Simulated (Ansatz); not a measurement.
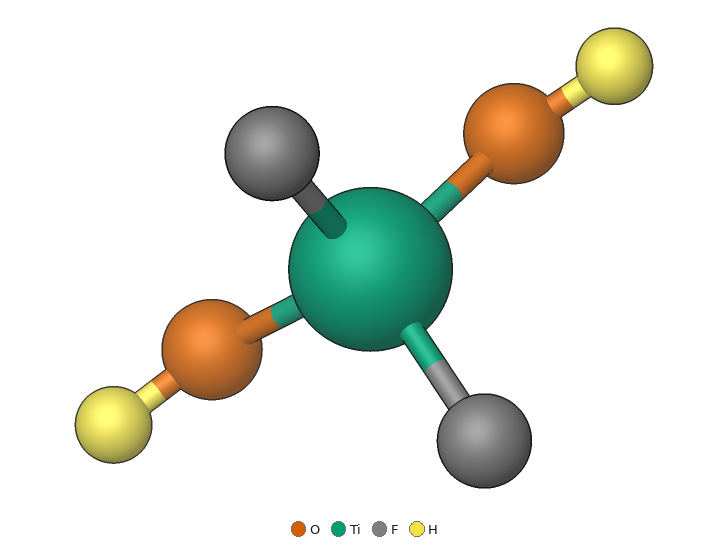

Ball-and-stick drawing of a structure.

The species is neutral and a spin singlet. Computed geometry: PBE0-D4/def2-TZVP optimisation.

Give the formula.

F₂H₂O₂Ti, 7 atoms: 2 fluorine, 2 hydrogen, 2 oxygen and 1 titanium.

Which point group does it belong to?

C2v.

How many sets of symmetry-equivalent atoms are there?

4: 2 O, 1 Ti, 2 F, 2 H.

How many bonds of each kind are drawn?

2 O–Ti, 2 F–Ti, 2 O–H.

The parts below concern this one geometry. Atoms keep their numbers from picture to picture.

**Shape**

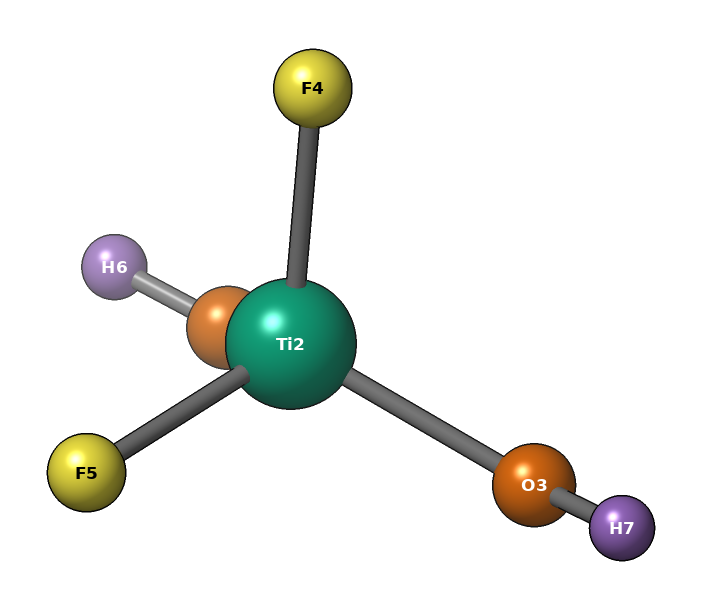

O1 lies behind Ti2. The molecule seen a little off the Ti2–O1 bond, Ti2 in front. Depth is shown by fading: the farther an atom, the more it takes the colour of the background.

What is the torsion angle F4–Ti2–O1–H6? The sign is positive where the front bond must turn clockwise to cover the back bond.

−59°, synclinal (gauche).

**Charges**

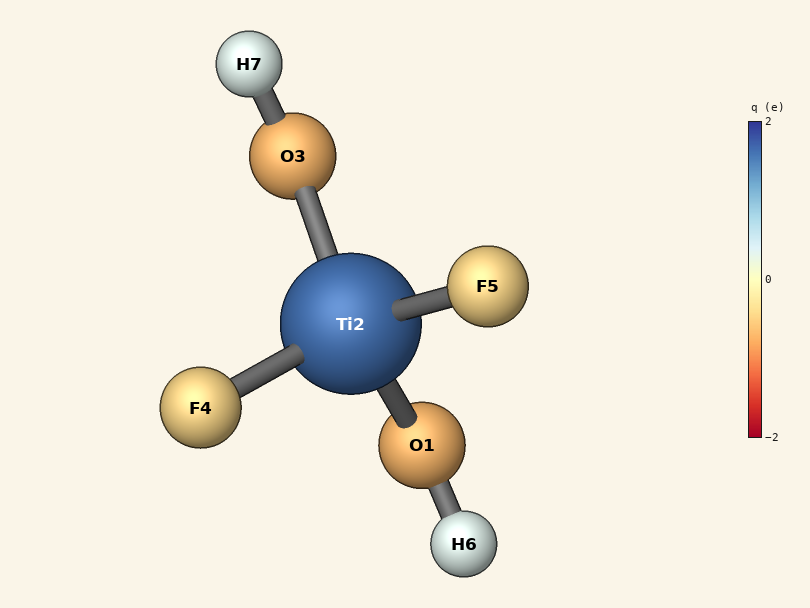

Atoms are coloured by their Mulliken charges. Properties computed with RKS PBE0-D4/def2-TZVP (Ansatz 0.2.0).

Which atom carries the highest charge (most positive or least negative)?

Ti2 (1.61 e).

And the lowest?

O1, O3 (−0.70 e).

Give the Mulliken charges atom by atom.

```
atom  value (e)
  O1      −0.70
 Ti2       1.61
  O3      −0.70
  F4      −0.45
  F5      −0.45
  H6       0.34
  H7       0.34
```

**Levels of theory compared**

Program: Ansatz 0.2.0.

Compare HOMO–LUMO gap (eV), HOMO energy (eV) at these levels: BHLYP-D4/def2-TZVPP; BLYP-D4/def2-TZVPP; HSE06-D4/def2-TZVPP; PBE-D4/def2-TZVPP; r2SCAN-D4/def2-TZVPP; ωB97M-V/def2-SVP; ωB97M-V/def2-TZVPP.

| level | HOMO–LUMO gap (eV) | HOMO energy (eV) |
| --- | --- | --- |
| BHLYP-D4/def2-TZVPP | 10.65 | −11.65 |
| BLYP-D4/def2-TZVPP | 5.03 | −8.10 |
| HSE06-D4/def2-TZVPP | 7.01 | −9.53 |
| PBE-D4/def2-TZVPP | 5.07 | −8.18 |
| r2SCAN-D4/def2-TZVPP | 5.53 | −8.58 |
| ωB97M-V/def2-SVP | 12.39 | −12.04 |
| ωB97M-V/def2-TZVPP | 12.59 | −12.39 |

**Vibrations**

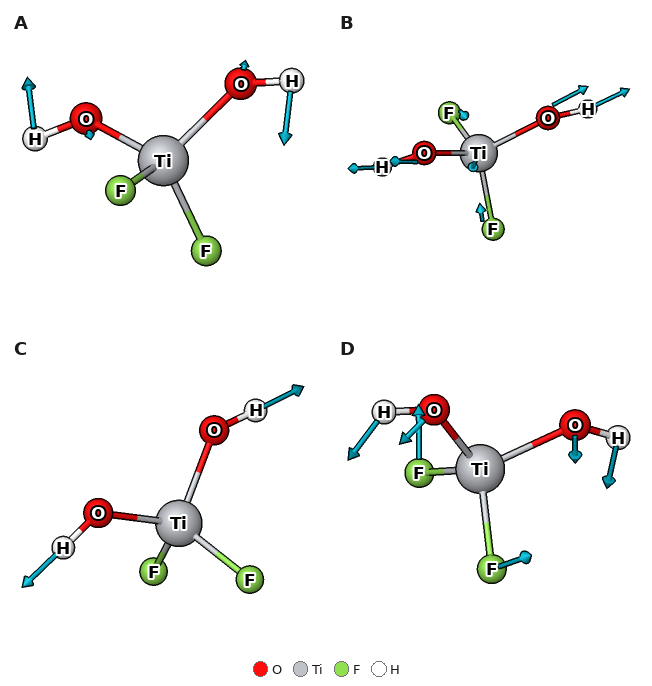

4 normal modes of one molecule or complex, as arrows. Harmonic vibrations computed with RKS PBE0-D4/def2-TZVP (Ansatz 0.2.0) at a stationary point of the same level.

Match the panels to the wavenumbers 204 cm⁻¹, 373 cm⁻¹, 799 cm⁻¹, 3928 cm⁻¹.

A: 373 cm⁻¹, H–O–Ti bending
B: 799 cm⁻¹, in-phase stretching of 2 Ti–O bonds
C: 3928 cm⁻¹, in-phase stretching of 2 O–H bonds
D: 204 cm⁻¹, angle bending

Mulliken values depend strongly on the basis set and can even reverse the polarity of a bond.
